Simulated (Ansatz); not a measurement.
**C₃H₆AlN: single points with varied inputs**

How do the results and run time of C₃H₆AlN respond when the settings are drawn wide?

Method: the settings change from run to run; program: Ansatz 0.2.0, Gaussian basis.

### 1 The molecule

The structure was relaxed beforehand with PBE0-D4 in a triple-zeta def2 set.

11 atoms, charge 0, spin multiplicity 1.

Atoms are counted from 1 here; the program's logs count them from 0.

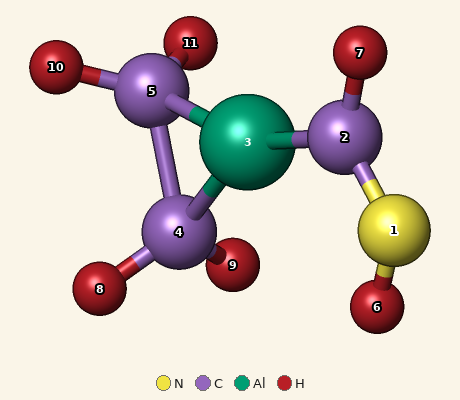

The structure; nitrogen yellow, carbon purple, aluminium teal, hydrogen red; atoms are numbered from 1 in the order of the file.

Geometry (Å):

```
N     0.06223    2.87085    0.94070
C     0.80800    2.07391    0.28441
Al    0.31868    0.19456   -0.09354
C    -0.92172   -1.24172    0.05046
C     0.41959   -1.59524   -0.72964
H    -0.80691    2.42150    1.23886
H     1.75507    2.50732   -0.06035
H    -1.82195   -1.29009   -0.56031
H    -1.06889   -1.80216    0.97224
H     0.28098   -1.84984   -1.77892
H     1.04022   -2.34609   -0.24321
```

### 2 PBE0-DH/cc-pVTZ

Set apart from the defaults: atoms shaken by 0.03 Å.

Input file in.yaml:

```yaml
crystal:
  periodic: [false, false, false]
  atoms:
    - {symbol: N, position_ang: [0.011338, 2.828870, 0.933325]}
    - {symbol: C, position_ang: [0.843129, 2.107806, 0.324690]}
    - {symbol: Al, position_ang: [0.270291, 0.173704, -0.082916]}
    - {symbol: C, position_ang: [-0.941004, -1.215470, 0.048865]}
    - {symbol: C, position_ang: [0.439974, -1.621031, -0.708345]}
    - {symbol: H, position_ang: [-0.777199, 2.391284, 1.291137]}
    - {symbol: H, position_ang: [1.713411, 2.490144, -0.049993]}
    - {symbol: H, position_ang: [-1.767356, -1.298915, -0.516024]}
    - {symbol: H, position_ang: [-1.076903, -1.841189, 0.947152]}
    - {symbol: H, position_ang: [0.292134, -1.846287, -1.758959]}
    - {symbol: H, position_ang: [1.024622, -2.351219, -0.221973]}
basis:
  gaussian: {orbitals: cc-pVTZ}
hamiltonian: {xc: {name: PBE0-DH}}
```

Started as:

```sh
$ ansatz run in.yaml --threads 4 --pin off --events-out ev --progress --plain --max-ram 10444MiB
```

Output:

```text
Functional definition: PBE0-DH
  name "PBE0-DH"
  cite "Brémond & Adamo, J. Chem. Phys. 135, 024106 (2011) doi:10.1063/1.3604569"
  cite "Perdew, Burke & Ernzerhof, Phys. Rev. Lett. 77, 3865 (1996) doi:10.1103/PhysRevLett.77.3865"
  parameter a = 1/2
  parameter c = 1/8
  exchange = (1 - a)*pbe_x + a*exact_x
  correlation = (1 - c)*pbe_c + c*(mp2_os + mp2_ss)
1365 factors; integrals over basis functions are off by at most 8.7e-4 eV
mean field evaluation 1: about -11272.4431 eV, gradient 6.3e1 eV
mean field evaluation 2: about -11272.5867 eV, gradient 6.3e1 eV
mean field evaluation 4: about -11281.7024 eV, gradient 9.2e0 eV
mean field evaluation 8: about -11281.9179 eV, gradient 8.9e-1 eV
mean field evaluation 16: about -11281.9201 eV, gradient 8.0e-4 eV
mean field -11281.92007693 eV, -414.6029156673 hartree, gradient 7.7e-6 eV, S^2 0.000000; 0 other end points of the search recorded, 0 dependent functions left out
9 core orbitals not correlated: weight in the atoms' cores, before any rotation towards them, 1.000 or more for the frozen orbitals, at most 0.000 for the correlated occupied ones
reference -11281.92009929 eV, -414.6029164888 hartree; 13, 13 occupied and 216, 216 virtual orbitals, 1365 factors
second order -25.93978607 eV of doubles, -0.00000000 eV of singles
Total energy: -11285.16257255 eV, -414.7220751832 hartree
```

Wall time 11 s (4 threads, shared host); peak memory 0.56 GiB.

### 3 RPA/def2-mTZVPP

Options: multiplicity 3, a grid of angular degree 23.

Input file in.yaml:

```yaml
crystal:
  periodic: [false, false, false]
  atoms:
    - {symbol: N, position_ang: [0.062231, 2.870849, 0.940696]}
    - {symbol: C, position_ang: [0.807999, 2.073910, 0.284406]}
    - {symbol: Al, position_ang: [0.318683, 0.194557, -0.093540]}
    - {symbol: C, position_ang: [-0.921724, -1.241724, 0.050461]}
    - {symbol: C, position_ang: [0.419588, -1.595237, -0.729639]}
    - {symbol: H, position_ang: [-0.806908, 2.421500, 1.238864]}
    - {symbol: H, position_ang: [1.755074, 2.507316, -0.060351]}
    - {symbol: H, position_ang: [-1.821954, -1.290086, -0.560313]}
    - {symbol: H, position_ang: [-1.068892, -1.802158, 0.972239]}
    - {symbol: H, position_ang: [0.280985, -1.849838, -1.778915]}
    - {symbol: H, position_ang: [1.040218, -2.346089, -0.243207]}
basis:
  gaussian: {orbitals: def2-mTZVPP, final_grid: {core_spheres: 8, valence_spheres: 7, degree: 23}}
magnetization: {spin_polarized: true, initial_magnetization: 2}
hamiltonian: {xc: {name: HF}}
correlation: {method: rpa}
```

The command is unchanged.

Output (excerpt; [...] marks lines left out):

```text
Functional definition: HF
  name "HF"
  cite "Fock, Z. Phys. 61, 126 (1930) doi:10.1007/BF01340294"
  parent pbe
[...]
1228 factors; integrals over basis functions are off by at most 9.9e-4 eV
[...]
mean field -11247.19700751 eV, -413.3268664019 hartree, gradient 2.5e-6 eV, S^2 2.202652; 11 other end points of the search recorded, 0 dependent functions left out
9 core orbitals not correlated: weight in the atoms' cores, before any rotation towards them, 1.000 or more for the frozen orbitals, at most 0.000 for the correlated occupied ones
reference -11247.19700751 eV, -413.3268664019 hartree; 14, 12 occupied and 110, 112 virtual orbitals, 1228 factors
Total energy: -11267.72797151 eV, -414.0813654127 hartree
```

It took 7.5 s on 4 threads, shared host; peak memory 0.45 GiB.

⟨S²⟩ 2.203. The spin excess of 0.20 shows a contaminated determinant.

### 4 wB97/cc-pVTZ

Options: density fitting with cc-pVTZ-jkfit.

Edit in.yaml of step 3 so:

```diff
@@ -15,5 +15,3 @@
 basis:
-  gaussian: {orbitals: def2-mTZVPP, final_grid: {core_spheres: 8, valence_spheres: 7, degree: 23}}
-magnetization: {spin_polarized: true, initial_magnetization: 2}
-hamiltonian: {xc: {name: HF}}
-correlation: {method: rpa}
+  gaussian: {orbitals: cc-pVTZ, fitting: {mean_field: cc-pVTZ-jkfit}}
+hamiltonian: {xc: {name: wB97}}
```

The command is unchanged.

Output (excerpt; [...] marks lines left out):

```text
Functional definition: wB97
  name "wB97"
  cite "Chai & Head-Gordon, J. Chem. Phys. 128, 084106 (2008) doi:10.1063/1.2834918"
  cite "Becke, J. Chem. Phys. 107, 8554 (1997) doi:10.1063/1.475007"
[...]
  # The coefficients of nought are those of the uniform gas.
[...]
      + integral(e_c_pw_opposite_spin*poly(b97_u_opposite, 1, cos1, cos2, cos3, cos4))
617 factors; integrals over basis functions are off by at most 7.0e-1 eV
617 factors; integrals over basis functions are off by at most 6.6e-5 eV
[...]
mean field -11293.74809031 eV, -415.0375871413 hartree, gradient 6.6e-5 eV, S^2 0.000000; 0 other end points of the search recorded, 0 dependent functions left out
reference -11293.74807835 eV, -415.0375867019 hartree; 22, 22 occupied and 216, 216 virtual orbitals, 617 factors
Total energy: -11293.74807835 eV, -415.0375867019 hartree
```

It took 3 s on 4 threads, shared host; peak memory 0.57 GiB.

### 5 PBE0-DH/def2-mTZVPP

This run has atoms shaken by 0.08 Å.

Input file in.yaml:

```yaml
crystal:
  periodic: [false, false, false]
  atoms:
    - {symbol: N, position_ang: [-0.089797, 3.026767, 0.982884]}
    - {symbol: C, position_ang: [0.812205, 2.011910, 0.348941]}
    - {symbol: Al, position_ang: [0.436235, 0.198443, -0.081736]}
    - {symbol: C, position_ang: [-0.787960, -1.362328, -0.021580]}
    - {symbol: C, position_ang: [0.408684, -1.646837, -0.767532]}
    - {symbol: H, position_ang: [-0.873257, 2.275949, 1.275680]}
    - {symbol: H, position_ang: [1.885705, 2.696109, -0.261193]}
    - {symbol: H, position_ang: [-1.870484, -1.283483, -0.525296]}
    - {symbol: H, position_ang: [-1.152298, -1.969874, 1.002942]}
    - {symbol: H, position_ang: [0.397850, -1.822860, -2.027575]}
    - {symbol: H, position_ang: [1.123963, -2.432004, -0.299604]}
basis:
  gaussian: {orbitals: def2-mTZVPP}
hamiltonian: {xc: {name: PBE0-DH}}
```

Launched as before.

Output (excerpt; [...] marks lines left out):

```text
Functional definition: PBE0-DH
  name "PBE0-DH"
  cite "Brémond & Adamo, J. Chem. Phys. 135, 024106 (2011) doi:10.1063/1.3604569"
  cite "Perdew, Burke & Ernzerhof, Phys. Rev. Lett. 77, 3865 (1996) doi:10.1103/PhysRevLett.77.3865"
[...]
1224 factors; integrals over basis functions are off by at most 1.3e-3 eV
[...]
mean field -11277.94132517 eV, -414.4566992369 hartree, gradient 1.5e-6 eV, S^2 0.000000; 1 other end points of the search recorded, 0 dependent functions left out; unrestricted orbitals would lower it
9 core orbitals not correlated: weight in the atoms' cores, before any rotation towards them, 1.000 or more for the frozen orbitals, at most 0.000 for the correlated occupied ones
reference -11277.94134559 eV, -414.4566999873 hartree; 13, 13 occupied and 111, 111 virtual orbitals, 1224 factors
second order -24.72274737 eV of doubles, -0.00000000 eV of singles
Total energy: -11281.03168901 eV, -414.5702680134 hartree
```

It took 1.8 s on 4 threads, shared host; peak memory 0.45 GiB.

### 6 wB97/cc-pVTZ-DK

Input file in.yaml:

```yaml
crystal:
  periodic: [false, false, false]
  atoms:
    - {symbol: N, position_ang: [0.062231, 2.870849, 0.940696]}
    - {symbol: C, position_ang: [0.807999, 2.073910, 0.284406]}
    - {symbol: Al, position_ang: [0.318683, 0.194557, -0.093540]}
    - {symbol: C, position_ang: [-0.921724, -1.241724, 0.050461]}
    - {symbol: C, position_ang: [0.419588, -1.595237, -0.729639]}
    - {symbol: H, position_ang: [-0.806908, 2.421500, 1.238864]}
    - {symbol: H, position_ang: [1.755074, 2.507316, -0.060351]}
    - {symbol: H, position_ang: [-1.821954, -1.290086, -0.560313]}
    - {symbol: H, position_ang: [-1.068892, -1.802158, 0.972239]}
    - {symbol: H, position_ang: [0.280985, -1.849838, -1.778915]}
    - {symbol: H, position_ang: [1.040218, -2.346089, -0.243207]}
basis:
  gaussian: {orbitals: cc-pVTZ-DK}
hamiltonian: {xc: {name: wB97}}
```

Launched as before.

Output (excerpt; [...] marks lines left out):

```text
Functional definition: wB97
  name "wB97"
  cite "Chai & Head-Gordon, J. Chem. Phys. 128, 084106 (2008) doi:10.1063/1.2834918"
  cite "Becke, J. Chem. Phys. 107, 8554 (1997) doi:10.1063/1.475007"
[...]
  # The coefficients of nought are those of the uniform gas.
[...]
      + integral(e_c_pw_opposite_spin*poly(b97_u_opposite, 1, cos1, cos2, cos3, cos4))
1303 factors; their error is unknown
435 factors; integrals over basis functions are off by at most 3.2e-5 eV
[...]
mean field -11307.82306056 eV, -415.5548327580 hartree, gradient 4.9e-5 eV, S^2 0.000000; 0 other end points of the search recorded, 0 dependent functions left out
reference -11307.82304860 eV, -415.5548323185 hartree; 22, 22 occupied and 216, 216 virtual orbitals, 1303 factors
Total energy: -11307.82304860 eV, -415.5548323185 hartree
Relativity: scalar
```

Wall time 3.4 s (4 threads, shared host); peak memory 0.47 GiB.

### 7 BHLYP/def2-mTZVP

Options: multiplicity 3, atoms shaken by 0.15 Å, a point charge of 0.50 e beside it, D3(BJ) dispersion, high accuracy.

Input file in.yaml:

```yaml
crystal:
  periodic: [false, false, false]
  atoms:
    - {symbol: N, position_ang: [0.070491, 2.983840, 1.075888]}
    - {symbol: C, position_ang: [0.697776, 2.132091, 0.339430]}
    - {symbol: Al, position_ang: [0.537875, 0.213700, 0.130278]}
    - {symbol: C, position_ang: [-0.962849, -1.277665, -0.242038]}
    - {symbol: C, position_ang: [0.400276, -1.975923, -0.651735]}
    - {symbol: H, position_ang: [-0.773929, 2.650994, 1.091066]}
    - {symbol: H, position_ang: [1.709836, 2.611338, 0.035008]}
    - {symbol: H, position_ang: [-1.881397, -1.338839, -0.794490]}
    - {symbol: H, position_ang: [-0.869901, -1.630594, 1.004481]}
    - {symbol: H, position_ang: [0.440934, -1.762115, -1.852707]}
    - {symbol: H, position_ang: [0.757716, -2.675161, -0.089762]}
basis:
  gaussian: {orbitals: def2-mTZVP, point_charges: [{charge: 0.50, position_ang: [4.932, 0.634, -0.171]}]}
magnetization: {spin_polarized: true, initial_magnetization: 2}
hamiltonian: {xc: {name: BHLYP}, dispersion: d3bj}
accuracy: high
output: {forces: true}
```

Same command.

Output (excerpt; [...] marks lines left out):

```text
Functional definition: BHLYP
  name "BHLYP"
  cite "Becke, J. Chem. Phys. 98, 1372 (1993) doi:10.1063/1.464304"
  cite "Becke, Phys. Rev. A 38, 3098 (1988) doi:10.1103/PhysRevA.38.3098"
  cite "Lee, Yang & Parr, Phys. Rev. B 37, 785 (1988) doi:10.1103/PhysRevB.37.785"
[...]
2467 factors; integrals over basis functions are off by at most 5.7e-8 eV
[...]
mean field -11287.10062466 eV, -414.7932972848 hartree, gradient 8.4e-8 eV, S^2 2.022391; 2 other end points of the search recorded, 0 dependent functions left out
[...]
reference -11287.10065717 eV, -414.7932984794 hartree; 23, 21 occupied and 93, 95 virtual orbitals, 2467 factors
Total energy: -11287.39289252 eV, -414.8040379305 hartree
Atom 0 at     0.070491     2.983840     1.075888 Å, force     5.483275     0.922638    -1.830343 eV/Å
Atom 1 at     0.697776     2.132091     0.339430 Å, force     2.105884     3.341373    -0.437764 eV/Å
Atom 2 at     0.537875     0.213700     0.130278 Å, force    -0.694110    -1.278581     0.459156 eV/Å
Atom 3 at    -0.962849    -1.277665    -0.242038 Å, force     5.503551    -2.279810     4.960802 eV/Å
Atom 4 at     0.400276    -1.975923    -0.651735 Å, force    -6.408850     6.977446    -7.580249 eV/Å
Atom 5 at    -0.773929     2.650994     1.091066 Å, force    -6.580918    -2.018772     1.486278 eV/Å
Atom 6 at     1.709836     2.611338     0.035008 Å, force    -1.035534    -1.407015     0.474023 eV/Å
Atom 7 at    -1.881397    -1.338839    -0.794490 Å, force     0.027938     0.206626     0.061615 eV/Å
Atom 8 at    -0.869901    -1.630594     1.004481 Å, force    -1.852929     1.232043    -3.546735 eV/Å
Atom 9 at     0.440934    -1.762115    -1.852707 Å, force     0.928727    -1.735177     3.185104 eV/Å
Atom 10 at     0.757716    -2.675161    -0.089762 Å, force     2.555393    -3.972382     2.722375 eV/Å
Dipole moment:    -0.430616    -0.695958    -0.420433 e Å
```

Run time: 7 s. Hardware: 4 threads, shared host; peak memory 0.66 GiB.

Largest force 12.133 eV/Å, dipole 4.42 D, ⟨S²⟩ 2.022.

### 8 B2GP-PLYP/def2-TZVPP

Set apart from the defaults: unrestricted orbitals, finite nuclei.

Input file in.yaml:

```yaml
crystal:
  periodic: [false, false, false]
  atoms:
    - {symbol: N, position_ang: [0.062231, 2.870849, 0.940696]}
    - {symbol: C, position_ang: [0.807999, 2.073910, 0.284406]}
    - {symbol: Al, position_ang: [0.318683, 0.194557, -0.093540]}
    - {symbol: C, position_ang: [-0.921724, -1.241724, 0.050461]}
    - {symbol: C, position_ang: [0.419588, -1.595237, -0.729639]}
    - {symbol: H, position_ang: [-0.806908, 2.421500, 1.238864]}
    - {symbol: H, position_ang: [1.755074, 2.507316, -0.060351]}
    - {symbol: H, position_ang: [-1.821954, -1.290086, -0.560313]}
    - {symbol: H, position_ang: [-1.068892, -1.802158, 0.972239]}
    - {symbol: H, position_ang: [0.280985, -1.849838, -1.778915]}
    - {symbol: H, position_ang: [1.040218, -2.346089, -0.243207]}
basis:
  gaussian: {orbitals: def2-TZVPP, nuclear_model: gaussian}
magnetization: {spin_polarized: true, initial_magnetization: 0}
hamiltonian: {xc: {name: B2GP-PLYP}}
```

Launched as before.

Output (excerpt; [...] marks lines left out):

```text
Functional definition: B2GP-PLYP
  name "B2GP-PLYP"
  cite "Karton, Tarnopolsky, Lamère, Schatz & Martin, J. Phys. Chem. A 112, 12868 (2008) doi:10.1021/jp801805p"
  cite "Becke, Phys. Rev. A 38, 3098 (1988) doi:10.1103/PhysRevA.38.3098"
  cite "Lee, Yang & Parr, Phys. Rev. B 37, 785 (1988) doi:10.1103/PhysRevB.37.785"
[...]
1479 factors; integrals over basis functions are off by at most 9.4e-4 eV
[...]
mean field -11276.95437573 eV, -414.4204295138 hartree, gradient 9.8e-6 eV, S^2 0.000000; 2 other end points of the search recorded, 0 dependent functions left out
9 core orbitals not correlated: weight in the atoms' cores, before any rotation towards them, 1.000 or more for the frozen orbitals, at most 0.000 for the correlated occupied ones
reference -11276.95451014 eV, -414.4204344535 hartree; 13, 13 occupied and 228, 228 virtual orbitals, 1479 factors
second order -24.41276098 eV of doubles, -0.00000000 eV of singles
Total energy: -11285.74310410 eV, -414.7434093241 hartree
```

Wall time 8 s (4 threads, shared host); peak memory 0.78 GiB.

⟨S²⟩ 0.000.

### 9 B2PLYP/def2-TZVP

Set apart from the defaults: charge +1, multiplicity 2, relativity set to scalar.

Edit in.yaml of step 8 so:

```diff
@@ -15,4 +15,6 @@
 basis:
-  gaussian: {orbitals: def2-TZVPP, nuclear_model: gaussian}
-magnetization: {spin_polarized: true, initial_magnetization: 0}
-hamiltonian: {xc: {name: B2GP-PLYP}}
+  gaussian: {orbitals: def2-TZVP}
+total_charge: 1
+magnetization: {spin_polarized: true, initial_magnetization: 1}
+hamiltonian: {xc: {name: B2PLYP}, pseudopotentials: {relativity: scalar}}
+output: {forces: true}
```

Same command.

Output (excerpt; [...] marks lines left out):

```text
Functional definition: B2PLYP
  name "B2PLYP"
  cite "Grimme, J. Chem. Phys. 124, 034108 (2006) doi:10.1063/1.2148954"
  cite "Becke, Phys. Rev. A 38, 3098 (1988) doi:10.1103/PhysRevA.38.3098"
  cite "Lee, Yang & Parr, Phys. Rev. B 37, 785 (1988) doi:10.1103/PhysRevB.37.785"
[...]
1311 factors; integrals over basis functions are off by at most 1.2e-3 eV
[...]
mean field -11285.71397198 eV, -414.7423387387 hartree, gradient 6.7e-6 eV, S^2 0.761244; 4 other end points of the search recorded, 0 dependent functions left out
9 core orbitals not correlated: weight in the atoms' cores, before any rotation towards them, 1.000 or more for the frozen orbitals, at most 0.000 for the correlated occupied ones
reference -11285.71414115 eV, -414.7423449555 hartree; 13, 12 occupied and 175, 176 virtual orbitals, 1311 factors
second order -24.35044321 eV of doubles, -0.00000000 eV of singles
[...]
Atom 1 at     0.807999     2.073910     0.284406 Å, force     0.621340     0.223449    -0.242300 eV/Å
Atom 2 at     0.318683     0.194557    -0.093540 Å, force     0.985776     3.116686     0.532030 eV/Å
Atom 3 at    -0.921724    -1.241724     0.050461 Å, force     0.975066    -3.010849    -1.495489 eV/Å
Atom 4 at     0.419588    -1.595237    -0.729639 Å, force    -2.894256    -2.414034     0.670005 eV/Å
Atom 5 at    -0.806908     2.421500     1.238864 Å, force    -0.167839     0.303101     0.191909 eV/Å
Atom 6 at     1.755074     2.507316    -0.060351 Å, force    -0.114957    -0.286231    -0.036004 eV/Å
Atom 7 at    -1.821954    -1.290086    -0.560313 Å, force     0.099076     0.702594    -0.163430 eV/Å
Atom 8 at    -1.068892    -1.802158     0.972239 Å, force     0.360762     0.539706     0.360377 eV/Å
Atom 9 at     0.280985    -1.849838    -1.778915 Å, force     0.138209     0.741529    -0.189366 eV/Å
Atom 10 at     1.040218    -2.346089    -0.243207 Å, force     0.393125     0.565052     0.335014 eV/Å
Dipole moment:    -0.058171    -0.909926    -0.276366 e Å
```

Wall time 15 s (4 threads, shared host); peak memory 1 GiB.

Largest force 3.828 eV/Å, ⟨S²⟩ 0.761.

### 10 B97/def2-TZVPD

Edit in.yaml of step 9 so:

```diff
@@ -15,6 +15,4 @@
 basis:
-  gaussian: {orbitals: def2-TZVP}
-total_charge: 1
-magnetization: {spin_polarized: true, initial_magnetization: 1}
-hamiltonian: {xc: {name: B2PLYP}, pseudopotentials: {relativity: scalar}}
+  gaussian: {orbitals: def2-TZVPD}
+hamiltonian: {xc: {name: B97}}
 output: {forces: true}
```

Same command.

Output (excerpt; [...] marks lines left out):

```text
Functional definition: B97
  name "B97"
  cite "Becke, J. Chem. Phys. 107, 8554 (1997) doi:10.1063/1.475007"
[...]
      + integral(e_c_pw_opposite_spin*poly(b97_u_opposite, cos0, cos1, cos2))
1280 factors; their error is unknown
[...]
mean field -11292.73095289 eV, -415.0002080306 hartree, gradient 1.7e-5 eV, S^2 0.000000; 0 other end points of the search recorded, 0 dependent functions left out
[...]
reference -11292.73098901 eV, -415.0002093579 hartree; 22, 22 occupied and 223, 223 virtual orbitals, 1280 factors
Total energy: -11292.73098901 eV, -415.0002093579 hartree
Atom 0 at     0.062231     2.870849     0.940696 Å, force    -0.173886     0.316714     0.196175 eV/Å
Atom 1 at     0.807999     2.073910     0.284406 Å, force     0.237363    -0.176920    -0.184041 eV/Å
Atom 2 at     0.318683     0.194557    -0.093540 Å, force     0.061103     0.100328     0.007397 eV/Å
Atom 3 at    -0.921724    -1.241724     0.050461 Å, force    -0.280708     0.010426     0.137455 eV/Å
Atom 4 at     0.419588    -1.595237    -0.729639 Å, force     0.235836    -0.140670    -0.159377 eV/Å
Atom 5 at    -0.806908     2.421500     1.238864 Å, force    -0.089605    -0.012222     0.042783 eV/Å
Atom 6 at     1.755074     2.507316    -0.060351 Å, force     0.046875     0.024743    -0.014595 eV/Å
Atom 7 at    -1.821954    -1.290086    -0.560313 Å, force    -0.051406    -0.016060    -0.021886 eV/Å
Atom 8 at    -1.068892    -1.802158     0.972239 Å, force    -0.018074    -0.031426     0.041951 eV/Å
Atom 9 at     0.280985    -1.849838    -1.778915 Å, force    -0.000125    -0.029139    -0.055549 eV/Å
Atom 10 at     1.040218    -2.346089    -0.243207 Å, force     0.032626    -0.045774     0.009688 eV/Å
Dipole moment:     0.075339    -0.131242    -0.084819 e Å
```

Wall time 6 s (4 threads, shared host); peak memory 0.73 GiB.

Largest force 0.411 eV/Å, dipole 0.83 D.

### 11 All runs side by side

```csv
level,charge,multiplicity,geometry,functions,energy (eV),time
PBE0-DH/cc-pVTZ,0,1,shaken,238,-11285.163,11 s
RPA/def2-mTZVPP,0,3,relaxed,133,-11267.728,7.5 s
wB97/cc-pVTZ,0,1,relaxed,238,-11293.748,3 s
PBE0-DH/def2-mTZVPP,0,1,shaken,133,-11281.032,1.8 s
wB97/cc-pVTZ-DK,0,1,relaxed,238,-11307.823,3.4 s
BHLYP/def2-mTZVP,0,3,"shaken, point charge",116,-11287.393,7 s
B2GP-PLYP/def2-TZVPP,0,1,relaxed,250,-11285.743,8 s
B2PLYP/def2-TZVP,1,2,relaxed,197,-11292.289,15 s
B97/def2-TZVPD,0,1,relaxed,245,-11292.731,6 s
```

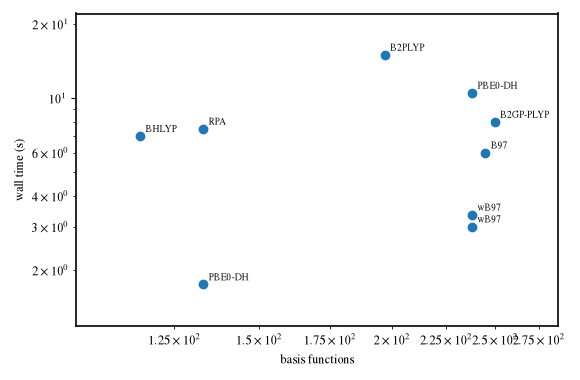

Wall time against the number of basis functions (shared host).

### 12 Summary of results

| quantity | value |
| --- | --- |
| runs | 9 |
| quickest | PBE0-DH/def2-mTZVPP, 1.8 s |
| slowest | B2PLYP/def2-TZVP, 15 s |
| spread of total energies, same state and geometry | 22.1 eV |

**Reading.** Run time spans a factor of 9, from PBE0-DH/def2-mTZVPP to B2PLYP/def2-TZVP. The jobs differ in tasks and options as well as level. The totals spread over 22 eV; they can't be compared across methods or bases. Some of these runs are scalar-relativistic and others not, which shifts the totals of all-electron atoms past neon by eV; core potentials, where a basis has them, take the core out of the total altogether. At the PBE0-D4/def2-TZVP geometry and in the same state, runs without warnings or point charges leave forces up to 0.41 eV/Å (B97/def2-TZVPD).
